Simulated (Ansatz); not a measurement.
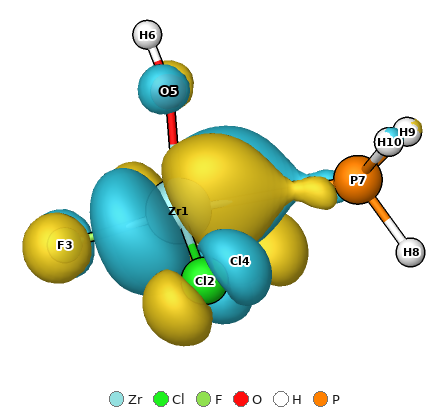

The picture shows: Cl₂FH₄OPZr. The LUMO at ±0.1 Å⁻³ᐟ² (yellow and cyan are the two phases), seen across its widest extent.

Core potentials replace the inner electrons of Zr.

Level of theory: RKS PBE-D4/def2-SVP (Ansatz 0.2.0).

The calculation's input:

```
crystal:
  periodic: [false, false, false]
  atoms:
    - { symbol: Zr, position_ang: [0.335706, 0.421654, -0.467667] }
    - { symbol: Cl, position_ang: [0.87002, -0.928723, 2.955759] }
    - { symbol: F, position_ang: [1.879559, -0.696033, -0.528072] }
    - { symbol: Cl, position_ang: [-0.027927, 1.418946, -2.575874] }
    - { symbol: O, position_ang: [-1.308255, -0.30388, 0.16922] }
    - { symbol: H, position_ang: [-1.896201, -0.947831, 0.592301] }
    - { symbol: P, position_ang: [0.882514, 2.308201, 1.208349] }
    - { symbol: H, position_ang: [2.053923, 2.743451, 0.4915] }
    - { symbol: H, position_ang: [-0.002969, 3.283557, 0.628953] }
    - { symbol: H, position_ang: [0.877032, 0.412457, 3.009832] }
basis:
  gaussian: { orbitals: def2-SVP }
hamiltonian:
  xc: pbe
  dispersion: d4
relax:
  f_tol: 0.03
  max_steps: 50
output:
  orbitals: {}
```

Command:

```sh
ansatz run input.yaml --threads 4 --pin off --max-ram 5120MiB --backend cpu --events-out ev --progress --plain --runs-dir out
```

The fields are those of the run's last geometry, not of the input's.

Describe this orbital and give its energy.

By Hirshfeld shares it lies mainly on Zr1 (about 65 %), Cl2 (about 10 %), Cl4 (about 10 %) and F3 (about 10 %). Its energy is −2.16 eV.
